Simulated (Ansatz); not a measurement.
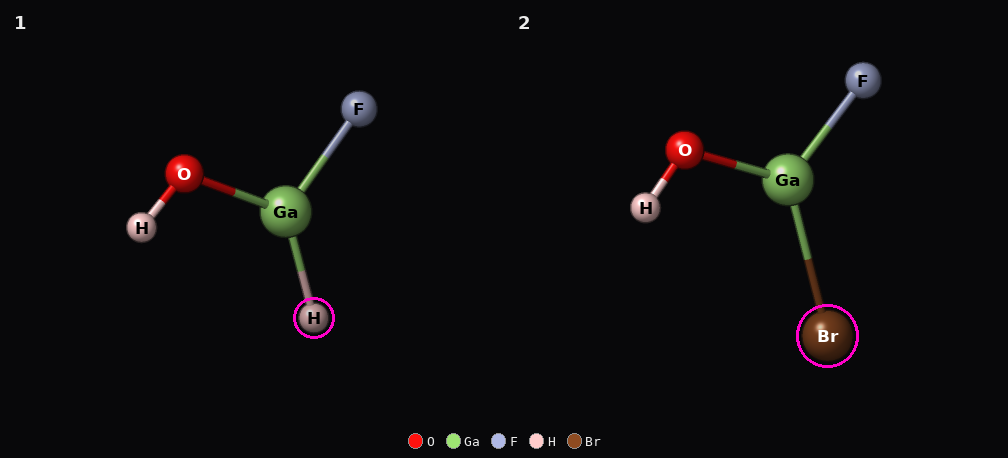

2 molecules with one skeleton, seen from the same side and at one scale; the atom that differs is circled. Charge 0, singlet. Computed geometries: PBE0-D4/def2-TZVP optimisations, one conformation each. Properties computed with Ansatz 0.2.0.

One atom differs, called X below: H in panel 1, Br in panel 2. Their formulas are FGaH2O (`[OH][GaH][F]`), BrFGaHO (`[OH][Ga]([F])[Br]`).

### In which is the length of X–Ga larger (PBE0-D4/def2-TZVP)?

In panel 2 (X = Br).

### In which is the harmonic X–Ga stretching wavenumber higher (PBE0-D4/def2-TZVP)?

In panel 1 (X = H).

Give the values. With PBE0-D4/def2-TZVP: length of X–Ga (Å), angle O–Ga–X (°), dipole moment (D), harmonic zero-point energy (kJ/mol), harmonic X–Ga stretching wavenumber (cm⁻¹). With ωB97M-V/def2-SVP: HOMO energy (Kohn–Sham orbital) (eV), HOMO–LUMO gap (eV).

```csv
quantity,1 (H),2 (Br),2 − 1
length of X–Ga (Å),1.545,2.258,+0.713
angle O–Ga–X (°),128.8,124.6,−4.2
HOMO energy (Kohn–Sham orbital) (eV),−11.51,−11.16,+0.35
HOMO–LUMO gap (eV),12.51,11.51,−1.00
dipole moment (D),3.44,2.37,−1.07
harmonic zero-point energy (kJ/mol),58.8,44.0,−14.8
harmonic X–Ga stretching wavenumber (cm⁻¹),2059,314,−1745
```
